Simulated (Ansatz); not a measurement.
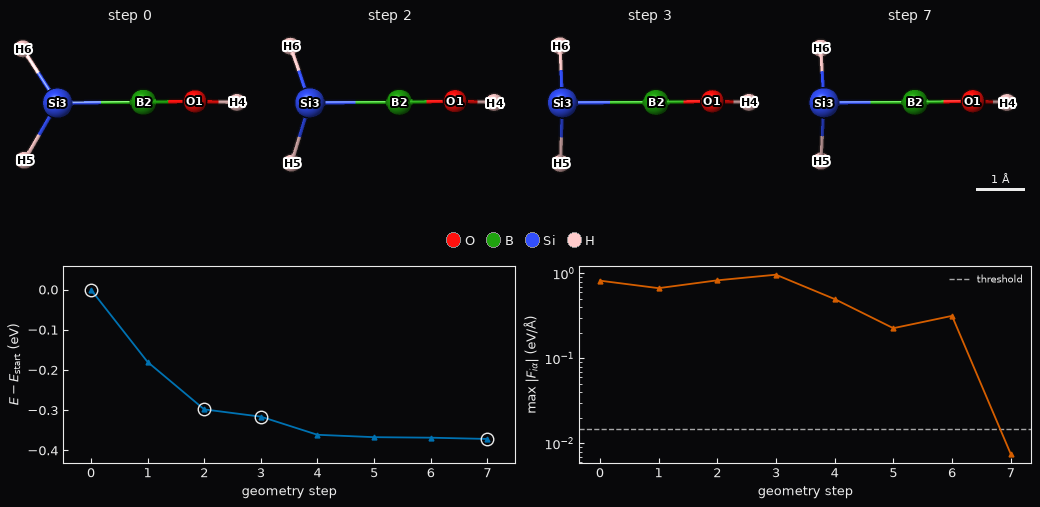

Frames of a relaxation of BSiH₃O, marked on the history of the run. The picture is a ball-and-stick view, seen at a tilt.

The run prepares an end point of a later path (torsion) calculation, from a guessed geometry.

All numbers below come from Ansatz, RKS PBE/cc-pVDZ.

Input file:
```yaml
crystal:
  periodic: [false, false, false]
  atoms:
    - { symbol: O, position_ang: [0.40204, -1.92297, 0.14831] }
    - { symbol: B, position_ang: [0.43317, -0.61833, 0.23312] }
    - { symbol: Si, position_ang: [1.14563, 0.99184, 0.74567] }
    - { symbol: H, position_ang: [-0.31113, -2.41273, -0.27588] }
    - { symbol: H, position_ang: [0.56151, 1.77491, 1.83271] }
    - { symbol: H, position_ang: [1.73478, 1.93152, -0.20548] }
basis:
  gaussian: { orbitals: cc-pVDZ }
hamiltonian:
  xc: pbe
relax:
  f_tol: 0.015
  max_steps: 40
output:
  orbitals: {}
```

Command:
```bash
ansatz run input.yaml --threads 1 --pin off --max-ram 2048MiB --backend cpu --events-out ev --progress --plain --runs-dir out
```

Q: Describe the path.

A: The energy falls by 0.371 eV in 7 geometry steps. Largest force component: 0.82 eV/Å at the start, 0.0075 eV/Å at the end. The atom that moves furthest after the best rigid fit is Si3 (0.45 Å). By element the largest moves are Si 0.45 Å, H 0.40 Å, B 0.28 Å, O 0.05 Å. Some distances before and after: B2–Si3 1.834 → 1.927 Å, Si3–H5 1.462 → 1.532 Å, O1–H4 0.964 → 0.980 Å, O1–B2 1.308 → 1.318 Å. Bond angles that change, for instance: B2–Si3–H6 122.6° → 95.0°, B2–Si3–H5 121.5° → 95.0°, B2–O1–H4 123.6° → 115.7°. The run took 24 s on 1 thread of AMD EPYC (Zen 3), on a shared host, peak memory 0.14 GiB. From step 0 to 2: Si3 moves most (0.30 Å), energy −0.298 eV. From step 2 to 3: H6 moves most (0.20 Å), energy −0.018 eV. From step 3 to 7: B2 moves most (0.08 Å), energy −0.055 eV.

```csv
step,"E − E(0), eV","largest force component, eV/Å"
0,0.0000,0.8234
1,-0.1798,0.6717
2,-0.2978,0.8304
3,-0.3159,0.9670
4,-0.3610,0.5001
5,-0.3669,0.2271
6,-0.3682,0.3172
7,-0.3713,0.0075
```
